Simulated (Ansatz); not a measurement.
# AlClFH₂N: what the fields show

The calculation's input:

```
crystal:
  periodic: [false, false, false]
  atoms:
    - {symbol: N, position_ang: [-0.112271, 0.982553, -0.025794]}
    - {symbol: Al, position_ang: [0.152507, -0.739085, 0.092268]}
    - {symbol: F, position_ang: [1.041755, -1.345498, 1.331111]}
    - {symbol: Cl, position_ang: [-0.641135, -2.049374, -1.313605]}
    - {symbol: H, position_ang: [0.246294, 1.661487, 0.624758]}
    - {symbol: H, position_ang: [-0.645149, 1.426016, -0.754937]}
basis:
  gaussian: {orbitals: def2-TZVPP}
hamiltonian: {xc: pbe0, dispersion: d4}
output: {orbitals: {seedname: orbitals}}
```

Command:

```sh
ansatz run in.yaml --threads 2 --pin off --events-out ev --progress --plain --max-ram 32768MiB --backend cpu
```

Geometry: PBE0-D4/def2-TZVP.

Theory: RKS PBE0-D4/def2-TZVPP (Ansatz).

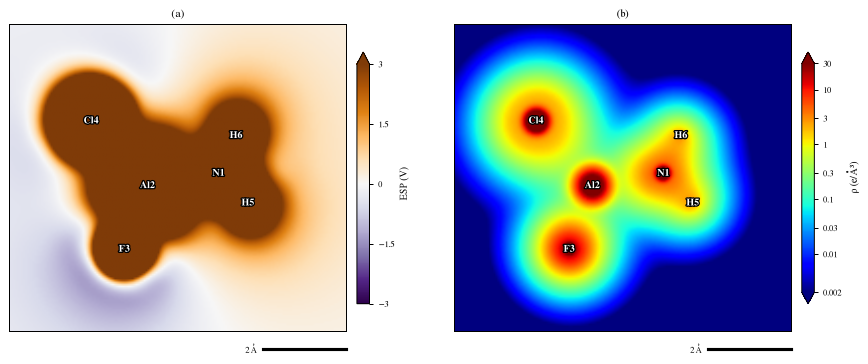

Figure 1. (a) molecular electrostatic potential; (b) total electron density on the molecular plane.

### Describe what can be read from this map.

Atoms in the plane: N, Al, F, Cl and H. Al–F (1.64 Å): the density is about 0.93 e/Å³ at the midpoint. Al–N (1.75 Å): the density is about 0.92 e/Å³ at the midpoint. Al–Cl (2.08 Å): ρ is about 0.76 e/Å³ halfway. N–H (1.01 Å): the density is about 2.9 e/Å³ at the midpoint. Outside the dense part of the molecule the potential is most negative (−1.3 V) near F3.

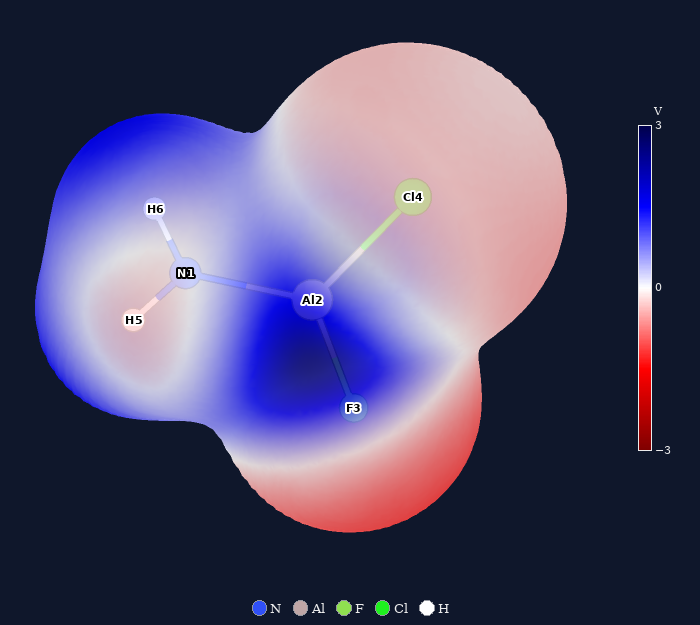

Figure 2. The electrostatic potential painted on the density surface at 0.001 e/bohr³, seen at a tilt; red is negative and blue positive.

### Where is the surface potential most negative and most positive?

The most negative region (about −1.1 V) lies over F3, the most positive (about +2.5 V) over Al2.

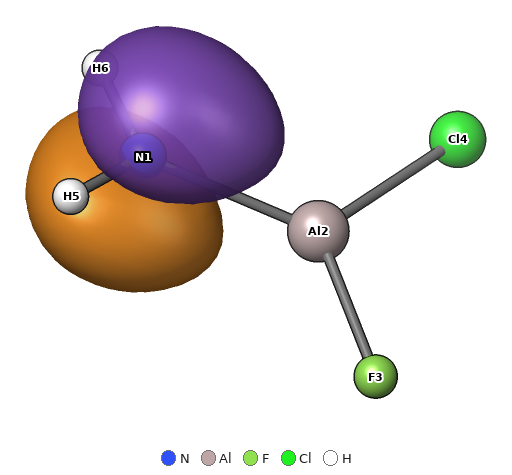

Figure 3. One frontier orbital at ±0.2 Å⁻³ᐟ² (orange and purple are the two phases), seen at an oblique angle.

### Which orbital is it: HOMO or LUMO?

The HOMO, at −8.03 eV. Its weight (Hirshfeld) is mainly on N1 (about 70 %); it changes sign across the molecular plane (π type).
